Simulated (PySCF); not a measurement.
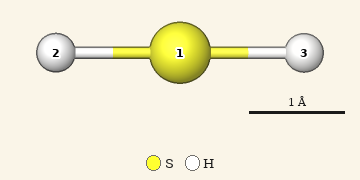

Fig. 1: The structure as given in the input (ball-and-stick view, seen on its broad side; atoms are numbered from 1 in the order of the input). Bond lengths as drawn: H–S 1.31 Å.

# Frequency calculation of SH2

SH2, computed with RKS-based wB97X, S def2-TZVP, H def2-TZVP; non-relativistic Hamiltonian; density fitting (PySCF 2.14.0).

## Log
```
init E= -399.287727117882
  HOMO = -0.362123085531909  LUMO = -0.0134747577633405  gap/eV = 9.48720
cycle= 1 E= -399.287727117881  delta_E= 1.25e-12  |g|= 2.03e-07  |ddm|= 4.29e-07
  HOMO = -0.362123142797919  LUMO = -0.0134747929280223  gap/eV = 9.48720
Extra cycle  E= -399.287727117882  delta_E= -1.42e-12  |g|= 1.06e-07  |ddm|= 2.32e-07
converged SCF energy = -399.287727117882
```

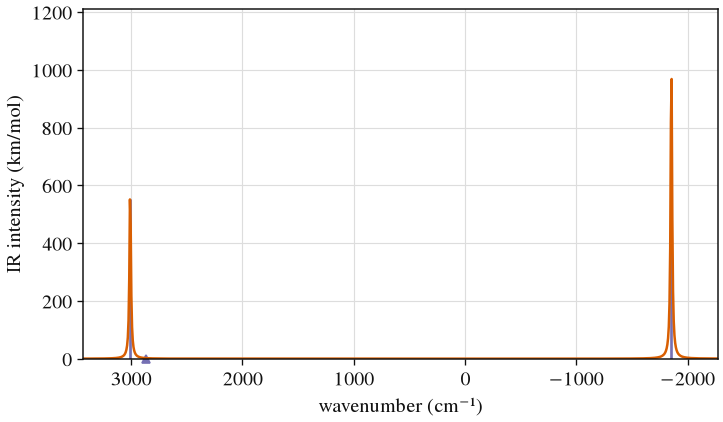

Fig. 2: Harmonic infrared spectrum, unscaled: sticks (degenerate modes added up, dark ones marked on the axis) with a Lorentzian envelope of 16 cm⁻¹ full width, scaled to the tallest stick; imaginary modes are drawn at negative wavenumbers. 4 modes from 1854i to 3009 cm⁻¹, 2 imaginary beyond 8i (1854i, 1854i cm⁻¹): not a minimum. The strongest line is at 1854i cm⁻¹ (968 km/mol). All modes, in cm⁻¹ (km/mol): 1854i (484), 1854i (484), 2867 (0.0), 3009 (551).

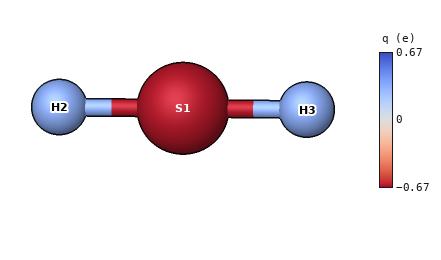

Fig. 3: Mulliken charges, as the colour of each atom (ball-and-stick view, seen on its broad side; atoms are numbered from 1 in the order of the input). By element: S −0.64 and H +0.32 e.

This output came from the following input.

## Input file
```python
from pyscf import gto, scf, dft
mol = gto.M(atom='''
S     -0.000000     0.000000    -0.000000
H     -0.000000     0.000000     1.313941
H      0.000000    -0.000000    -1.313941''',
    basis={'S': 'def2-TZVP', 'H': 'def2-TZVP'},
    charge=0, spin=0)
mf = dft.RKS(mol, xc='WB97X')
mf.grids.atom_grid = (75, 302)
aux = {'S': 'def2-universal-JKFIT', 'H': 'def2-universal-JKFIT'}
mf = mf.density_fit(auxbasis=aux)
mf.conv_tol = 1e-09
mf.diis_space = 10
mf.max_cycle = 60
mf.verbose = 4
mf.kernel()
```

The script is an equivalent of the set-up of the self-consistent field. The run itself was carried out by a driver, which started from the orbitals of the step before it where there was one and computed the further properties.

Launch command:
```bash
OMP_NUM_THREADS=2 python axn.py task.json out
```

## Results in brief

| quantity | value |
| --- | --- |
| outcome | converged |
| total energy | −399.287727 hartree |
| HOMO | −9.85 eV |
| LUMO | −0.37 eV |
| zero-point energy | 0.013386 hartree |
| dipole moment | 0.00 D |
| wavenumbers, lowest and highest | 1854i and 3009 cm⁻¹ |
| hardware | 2 threads of AMD EPYC (Zen 3), 192 GiB of memory available, shared host |
| wall time | 4.7 s (CPU time 9.2 s) |
| peak memory | 0.55 GiB |
